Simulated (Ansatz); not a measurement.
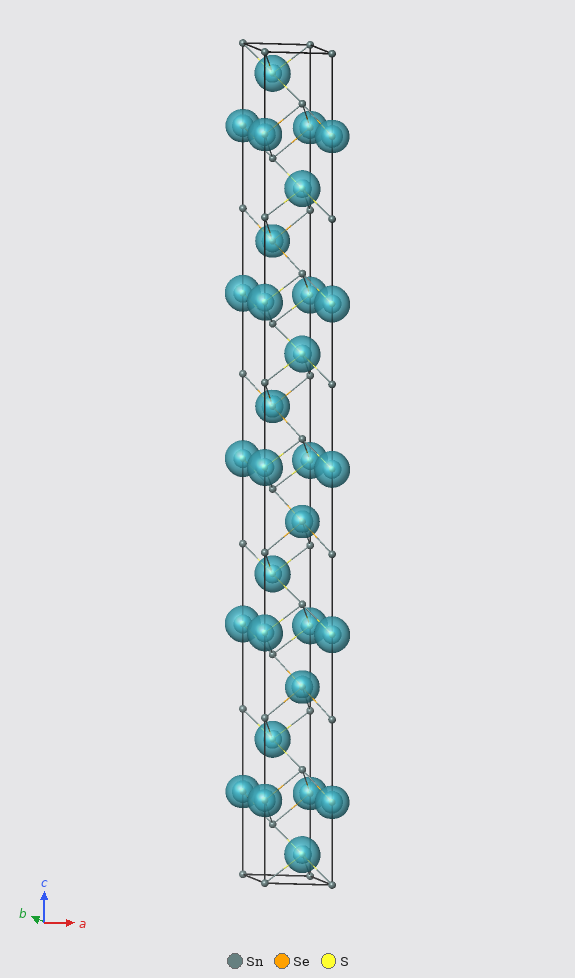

Figure. Sn5Se2S3. Isosurface of the ELF at 0.75 (cyan), seen slightly off an axis. Only the valence region is drawn (cores and ρ < 0.01 e/Å³ removed). Sticks mark near contacts.

Space group R-3m; a structure generated by program, which may or may not match a known phase; computed pressure about −4 GPa in this cell.

The calculation used Ansatz, DFT LDA, scalar-relativistic, plane waves, PAW.

Question: What do the ELF domains correspond to?

Answer: At this value the surface marks out nine regions wrapped around S (the valence shell of each) and six regions wrapped around Se (the valence shell of each), counted in one cell of 30 atoms. Regions shared between cells count once. Along the contacts the grid gives the following. Sn–S (2.93 Å): the ELF peaks at about 0.85 in the valence shell of S, 0.8 Å from its nucleus, and drops to about 0.30 between the two atoms. Sn–Se (3.02 Å): the ELF is about 0.40 at the midpoint.
